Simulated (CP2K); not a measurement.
# C2H7BO (SMILES CBOC) at GFN1-xTB

Aim: the vertical ionisation energy of C2H7BO at GFN1-xTB, from 2 runs. 

Program for the calculation: CP2K 2026.2.

3 further runs of the same task are left out: 2 that didn't finish, 1 set aside as unsound or not needed.

## (1) Starting point

The species is C2H7BO (11 atoms), meant as a singlet with charge 0. SMILES: `CBOC`. Geometry: relaxed at PBE0-D4/def2-TZVP. This is one conformer, not always the lowest.

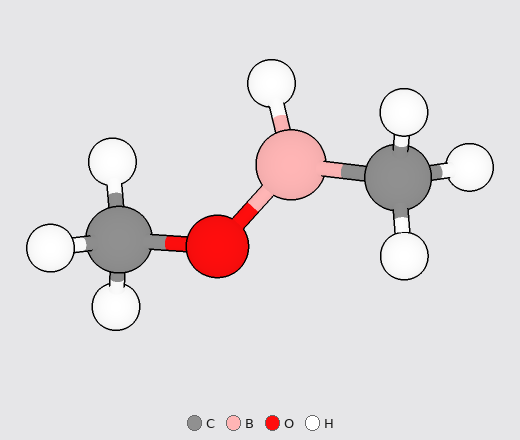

Viewed from a chosen angle; carbon grey, boron pink, oxygen red, hydrogen white.

## (2) A single-point energy at GFN1-xTB

The input, molecule.xyz:

```xyz
11

C     -1.306200     1.341700    -0.364700
B     -0.434700     0.206700     0.257100
O      0.626600    -0.267100    -0.425200
C      1.454400    -1.289700     0.083900
H     -0.966000     1.657000    -1.352600
H     -2.351400     1.021300    -0.437600
H     -1.315700     2.214600     0.297900
H     -0.678700    -0.268200     1.340800
H      1.446400    -2.133000    -0.610100
H      1.113800    -1.626100     1.067400
H      2.476800    -0.914200     0.163700
```

The input, mol.inp:

```
&GLOBAL
  PROJECT_NAME mol
  RUN_TYPE ENERGY
  PRINT_LEVEL MEDIUM
&END

&FORCE_EVAL
  METHOD QUICKSTEP
  &DFT
    &QS
      METHOD XTB
      EPS_DEFAULT 1.0E-10
      &XTB
        GFN_TYPE 1
        CHECK_ATOMIC_CHARGES F
      &END
    &END
    # cluster boundary conditions
    &POISSON
      PERIODIC NONE
      POISSON_SOLVER ANALYTIC
    &END
    # SCF settings
    &SCF
      SCF_GUESS ATOMIC
      EPS_SCF 1.0E-07
      MAX_SCF 80
      ADDED_MOS 2
      &DIAGONALIZATION
        ALGORITHM STANDARD
      &END
      &MIXING
        METHOD DIRECT_P_MIXING
        ALPHA 0.4
      &END
    &END
    # extra output
    &PRINT
      &MOMENTS
        PERIODIC F
        REFERENCE COM
        MAX_MOMENT 1
      &END
      &MO ON
        ENERGIES T
        OCCUPATION_NUMBERS T
        NDIGITS 6
        &EACH
          QS_SCF 0
        &END
        ADD_LAST NUMERIC
      &END
      &HIRSHFELD OFF
      &END
    &END
  &END
  # structure
  &SUBSYS
    &CELL
      ABC 14.8 14.3 12.7
      PERIODIC NONE
    &END
    &TOPOLOGY
      COORD_FILE_NAME molecule.xyz
      COORD_FILE_FORMAT XYZ
      &CENTER_COORDINATES
      &END
    &END
  &END
&END
```

Run with:

```bash
$ OMP_NUM_THREADS=1 cp2k.psmp mol.inp > mol.out
```

The log of the run:

```text
CP2K| version string:                                       CP2K version 2026.2
[...]
 GLOBAL| Method name                                                        CP2K
[...]
 GLOBAL| Run type                                                         ENERGY
[...]
                             - Atoms:                                         11
[...]
                             - Spherical basis functions:                     30
[...]
 Number of electrons:                                                         24
[...]
     1 P_Mix/Diag. 0.40E+00    0.0     0.68316294       -14.0524259758 -1.41E+01
[...]
    15 DIIS/Diag.  0.17E-07    0.0     0.00000003       -14.1458436685 -4.62E-14
  *** SCF run converged in    15 steps ***
[...]
 TB_DIPOLE| Moment [Debye]          0.45958042      -0.84983068       0.73981720
 TB_DIPOLE| Derivative [a.u.]       0.00000000       0.00000000       0.00000000
[...]
 ENERGY| Total FORCE_EVAL ( QS ) energy [hartree]            -14.145843668513180
[...]
```

Wall time 0.54 s (1 thread of Arm Neoverse N1, shared host); peak memory 0.25 GiB.

## (3) The doublet cation

molecule.xyz is that of step 2.

The input, calc.inp:

```
&FORCE_EVAL
  METHOD QUICKSTEP
  &DFT
    CHARGE 1
    MULTIPLICITY 2
    SPIN_POLARIZED T
    ! Quickstep
    &QS
      METHOD XTB
      EPS_DEFAULT 1.0E-10
      &XTB
        GFN_TYPE 1
        CHECK_ATOMIC_CHARGES F
      &END XTB
    &END QS
    &POISSON
      PERIODIC NONE
      POISSON_SOLVER ANALYTIC
    &END POISSON
    &SCF
      SCF_GUESS ATOMIC
      EPS_SCF 1.0E-07
      MAX_SCF 40
      &OT
        MINIMIZER CG
        PRECONDITIONER FULL_SINGLE_INVERSE
      &END OT
      &OUTER_SCF
        EPS_SCF 1.0E-07
        MAX_SCF 10
      &END OUTER_SCF
    &END SCF
    ! extra output
    &PRINT
      &MOMENTS
        PERIODIC F
        REFERENCE COM
        MAX_MOMENT 1
      &END MOMENTS
      &MO_CUBES
        NLUMO 3
        NHOMO -1
        WRITE_CUBE F
      &END MO_CUBES
      &HIRSHFELD OFF
      &END HIRSHFELD
    &END PRINT
  &END DFT
  ! atoms, cell and kinds
  &SUBSYS
    ! box in angstrom
    &CELL
      ABC 14.8 14.3 12.7
      PERIODIC NONE
    &END CELL
    &TOPOLOGY
      COORD_FILE_NAME molecule.xyz
      COORD_FILE_FORMAT XYZ
      &CENTER_COORDINATES
      &END CENTER_COORDINATES
    &END TOPOLOGY
  &END SUBSYS
&END FORCE_EVAL

&GLOBAL
  PROJECT_NAME calc
  RUN_TYPE ENERGY
  PRINT_LEVEL MEDIUM
&END GLOBAL
```

Run with:

```bash
$ OMP_NUM_THREADS=1 cp2k.psmp -i calc.inp > calc.out 2>&1
```

The log of the run:

```text
CP2K| version string:                                       CP2K version 2026.2
[...]
 GLOBAL| Method name                                                        CP2K
[...]
 GLOBAL| Run type                                                         ENERGY
[...]
                             - Atoms:                                         11
[...]
                             - Spherical basis functions:                     30
[...]
 Number of electrons:                                                         12
[...]
     1 OT CG       0.80E-01    0.0     0.05986332       -13.4411458506 -1.34E+01
[...]
    17 OT CG       0.25E+00    0.0     0.00000006       -13.5800723361 -1.35E-12
  *** SCF run converged in    17 steps ***
[...]
 TB_DIPOLE| Moment [Debye]         -1.82219783       0.15642336       2.18999603
 TB_DIPOLE| Derivative [a.u.]       0.00000000       0.00000000       0.00000000
[...]
 ENERGY| Total FORCE_EVAL ( QS ) energy [hartree]            -13.580072336149289
[...]
```

Wall time 2 s (1 thread of Arm Neoverse N1, shared host); peak memory 0.25 GiB.

## (4) What came out

Level: GFN1-xTB.

| quantity | value |
| --- | --- |
| singlet C2H7BO: total energy | -14.14584 Eh |
| singlet C2H7BO: dipole moment (from atomic charges alone) | 1.22 D |
| singlet C2H7BO: HOMO energy | -11.87 eV |
| singlet C2H7BO: LUMO energy | -5.67 eV |
| singlet C2H7BO: HOMO–LUMO gap | 6.20 eV |
| singlet C2H7BO: dispersion energy | -6.49 kJ/mol |
| doublet cation: total energy | -13.58007 Eh |
| doublet cation: HOMO energy (highest over α and β) | -18.83 eV |
| doublet cation: dispersion energy | -6.49 kJ/mol |
| vertical ionisation energy (to the doublet cation) | 15.395 eV |

The vertical ionisation energy comes to 15.40 eV (1485 kJ/mol). No empirical shift is applied, and without it xTB methods put this difference several eV too high. The dipole (singlet C2H7BO) comes from point charges on the atoms alone, without atomic dipoles, so it is partial.
